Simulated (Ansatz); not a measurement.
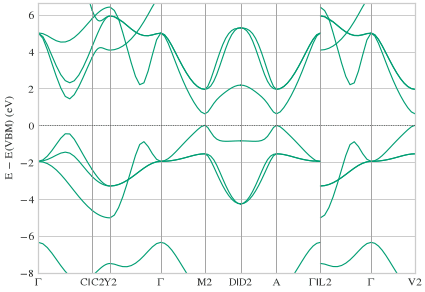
Figure: Band structure from r²SCAN+D4 (plane waves, PAW; program Ansatz)

Task: Read off the gap and where the band edges lie.

Result: About 0.6 eV (0.62 eV by a search for the band edges); maximum at M2, minimum at V2.

The material is PbSe (rock salt, Fm-3m).

The cell was relaxed with r²SCAN+D4 under the symmetry of its start; of distortions, only those at the zone centre were tested. Scalar-relativistic: spin–orbit coupling is off unless named, which matters more the heavier the elements.

Potentials: the later of the program's two PAW sets.
